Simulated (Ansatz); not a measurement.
Cl$_{2}$GeH$_{2}$O···PH$_{3}$

```xyz
10

Ge   -0.2567    0.4482   -0.1980
O    -0.6644   -0.1603    1.4145
H    -0.1243   -0.9483    1.6383
Cl    1.8521    0.9650   -0.2934
H    -1.1407    1.6747   -0.4757
Cl   -0.5774   -1.0998   -1.6900
P     1.7261   -3.0006    1.4692
H     0.7349   -2.6742    2.4680
H     0.7867   -2.8726    0.3838
H     2.1618   -1.6329    1.3404
```

These are results of RKS PBE-D4/def2-SVP in Ansatz 0.2.0, not measurements.

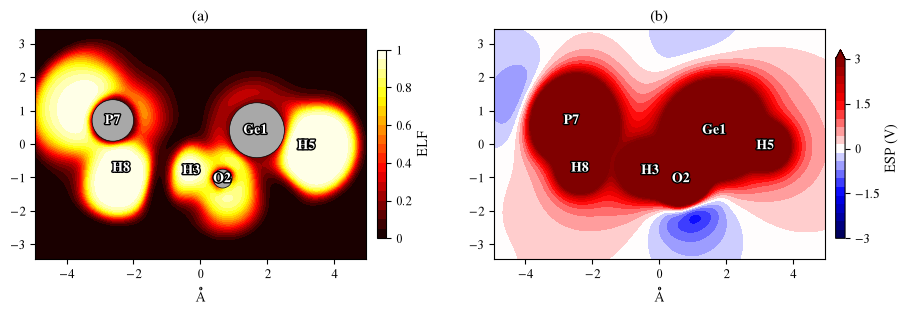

Figure 1. (a) ELF; (b) electrostatic potential on the plane of atoms O2, Ge1 and H5. Grey discs cover the atomic cores in the ELF map.

Question: Describe what can be read from this map.

Answer: The section cuts through Ge, O, H and P sites.
H3···H8 (2.10 Å): the ELF dips to about 0.05 between them; a non-bonded, intermolecular contact.
Ge–O (1.77 Å): the ELF peaks at about 0.85 in the valence shell of O, 0.6 Å from its nucleus, and is about 0.30 at the midpoint.
O–H (0.98 Å): the ELF climbs to about 1 towards the hydrogen, as it does in any bond to H; an ordinary covalent bond to hydrogen.
P–H (1.44 Å): the ELF climbs to about 1 towards the hydrogen.
Ge–H (1.54 Å): the ELF climbs to about 1 towards the hydrogen.
The ELF also peaks beside O2 and P7, away from the bonds: lone-pair regions.
Outside the dense part of the complex the potential is most negative (−1.4 V) near O2.

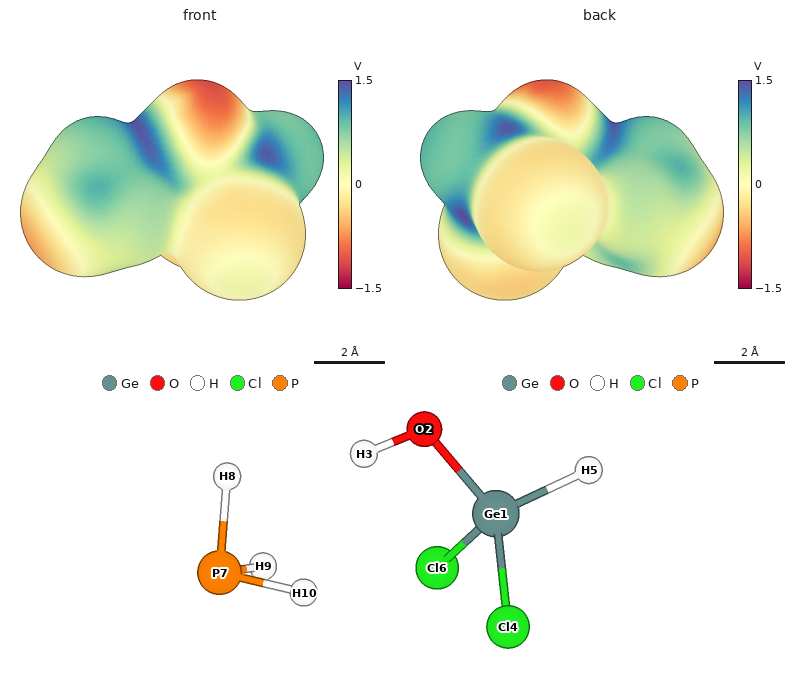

Figure 2. The electrostatic potential painted on the density surface at 0.002 e/bohr³, seen from the front and from behind; red is negative and blue positive. The bare structure is drawn below in the same view.

Question: Where is the surface potential most negative and most positive?

Answer: The most negative region (about −1.0 V, or −23 kcal/mol for a unit charge) lies over O2, the most positive (about +1.4 V, or +32 kcal/mol for a unit charge) over Ge1 and H3. O2 is the likeliest acceptor of a hydrogen bond.

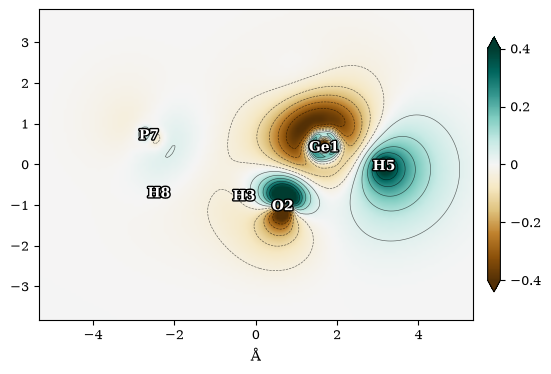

Figure 3. The LUMO on the plane of atoms O2, Ge1 and H5 (values in Å⁻³ᐟ²; the overall sign is arbitrary).

Question: What is the character of this orbital?

Answer: Its weight (Hirshfeld) is mainly on Ge1 (about 35 %), Cl4 (about 20 %), Cl6 (about 20 %), H5 (about 10 %) and O2 (about 10 %). Its energy is −1.87 eV.
